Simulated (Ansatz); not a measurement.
GeH$_{2}$OSi (SMILES [SiH2][O+]=[Ge]) (charge +1, doublet)

Input file:

```
crystal:
  periodic: [false, false, false]
  atoms:
    - {symbol: Ge, position_ang: [0.600557, 1.763584, -0.637945]}
    - {symbol: O, position_ang: [-0.498547, 0.691719, 0.349003]}
    - {symbol: Si, position_ang: [-1.466817, -0.251701, 1.218791]}
    - {symbol: H, position_ang: [-1.072955, -0.522127, 2.606650]}
    - {symbol: H, position_ang: [-2.668475, -0.774001, 0.557259]}
basis:
  gaussian: {orbitals: def2-TZVPD}
total_charge: 1
magnetization: {spin_polarized: true, initial_magnetization: 1}
hamiltonian: {xc: pbe0}
output: {forces: true, orbitals: {seedname: orbitals}}
```

Command:

```sh
ansatz run input.yaml --threads 1 --pin off --max-ram 2610MiB --events-out events.jsonl --progress --plain --runs-dir runs
```

Geometry: B3LYP/6-31G*.

Computed with isolated molecule in a Gaussian basis; Kohn-Sham density functional theory, functional PBE0 (Ansatz).

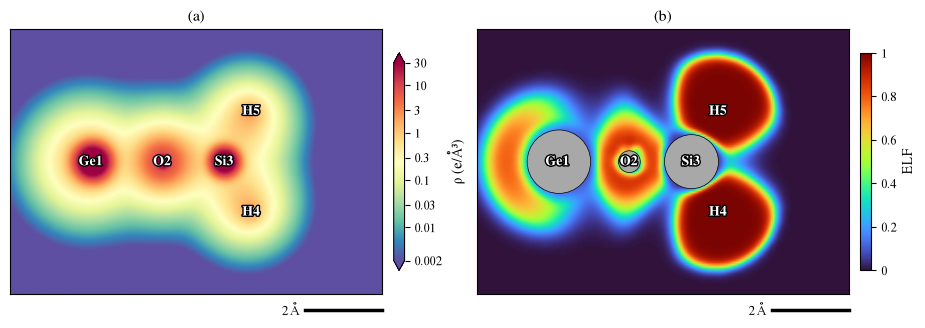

Figure 1. (a) total electron density; (b) ELF on the molecular plane. Grey discs cover the atomic cores in the ELF map.

Describe what can be read from this map.

- Atoms in the plane: Ge, O, Si and H.
- Si–O (1.61 Å): ρ at the midpoint is about 1.2 e/Å³; the ELF peaks at about 0.85 between the atoms; a polar covalent bond.
- Ge–O (1.83 Å): ρ is about 0.82 e/Å³ halfway; the ELF peaks at about 0.85 in the valence shell of O, 0.5 Å from its nucleus, and is about 0.25 at the midpoint.
- Si–H (1.47 Å): ρ at the midpoint is about 0.88 e/Å³; the ELF climbs to about 1 towards the hydrogen, as it does in any bond to H.
- The ELF also peaks beside O2 and Ge1, away from the bonds: non-bonding electrons, paired or unpaired.

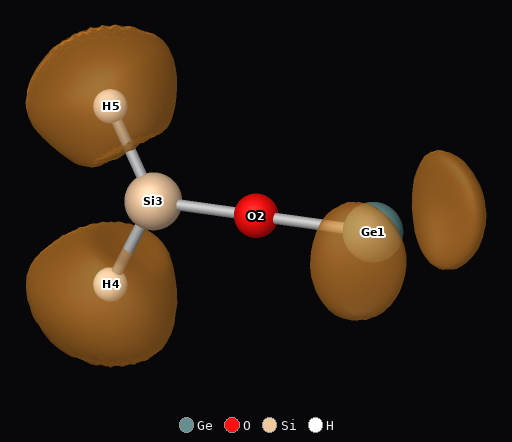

Figure 2. Isosurface of the ELF at 0.9 (orange), seen at a tilt. Core shells and regions of very low density are left out.

Identify the bonds, lone pairs and shells in this picture.

The surface consists of two regions around hydrogen nuclei and two lobes on Ge, pointing away from the bonds (non-bonding electrons).

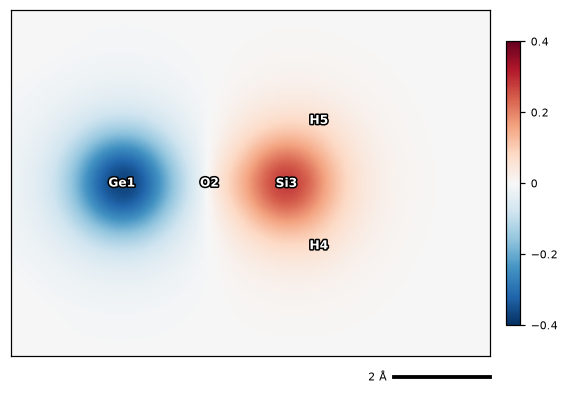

Figure 3. One frontier orbital on a plane 0.8 Å above the molecular plane (values in Å⁻³ᐟ²; the overall sign is arbitrary).

Which orbital is it: HOMO (α) or LUMO (α)?

The HOMO (α), at −10.03 eV. It lies mainly on Ge1 (about 65 %) and Si3 (about 30 %); it changes sign across the molecular plane (π type).
